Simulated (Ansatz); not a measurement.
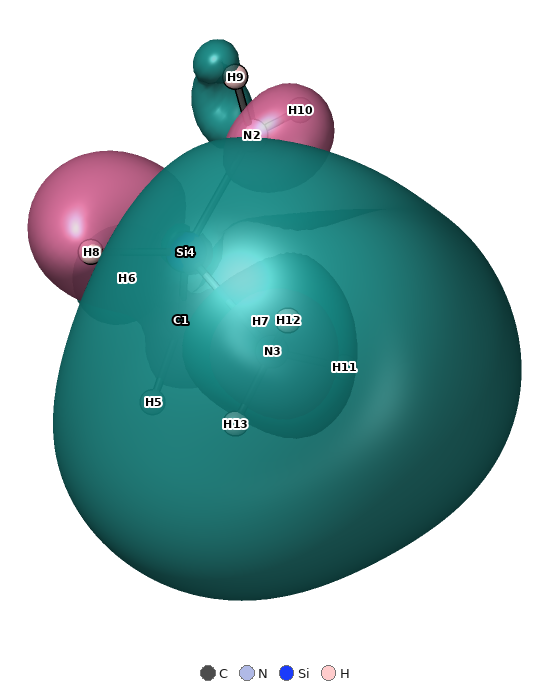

CH9N2Si (charge +1). The LUMO at ±0.05 Å⁻³ᐟ² (teal and pink are the two phases), seen at an oblique angle.

Geometry: BLYP-D3(BJ)/def2-SVP.

The calculation used Ansatz 0.2.0, isolated molecule in a Gaussian basis; Kohn-Sham density functional theory, functional PBE0.

The calculation's input:

```
crystal:
  periodic: [false, false, false]
  atoms:
    - {symbol: C, position_ang: [-0.890843, 0.988193, 1.739839]}
    - {symbol: "N", position_ang: [0.044789, 3.478191, 0.300284]}
    - {symbol: N, position_ang: [-2.160893, 1.872475, -0.819510]}
    - {symbol: Si, position_ang: [-0.424337, 1.849788, 0.158048]}
    - {symbol: H, position_ang: [-1.384181, 0.013366, 1.551608]}
    - {symbol: H, position_ang: [0.025140, 0.790385, 2.333269]}
    - {symbol: H, position_ang: [-1.565298, 1.612000, 2.361742]}
    - {symbol: H, position_ang: [0.362543, 1.116970, -0.865848]}
    - {symbol: H, position_ang: [0.672816, 3.942548, -0.361526]}
    - {symbol: H, position_ang: [-0.110380, 4.039314, 1.142380]}
    - {symbol: H, position_ang: [-2.915110, 2.320064, -0.267463]}
    - {symbol: H, position_ang: [-2.085413, 2.414283, -1.699597]}
    - {symbol: H, position_ang: [-2.499491, 0.927340, -1.079146]}
basis:
  gaussian:
    orbitals: def2-TZVPD
total_charge: 1
hamiltonian:
  xc: pbe0
output: {forces: true, orbitals: {seedname: orbitals}}
```

Command:

```sh
ansatz run input.yaml --threads 2 --pin off --max-ram 4350MiB --events-out events.jsonl --progress --plain --runs-dir runs
```

What is the character of this orbital?

Its weight (Hirshfeld) is mainly on H13 (about 20 %), H11 (about 20 %), H12 (about 20 %), N3 (about 15 %) and Si4 (about 15 %). Its energy is −4.72 eV.
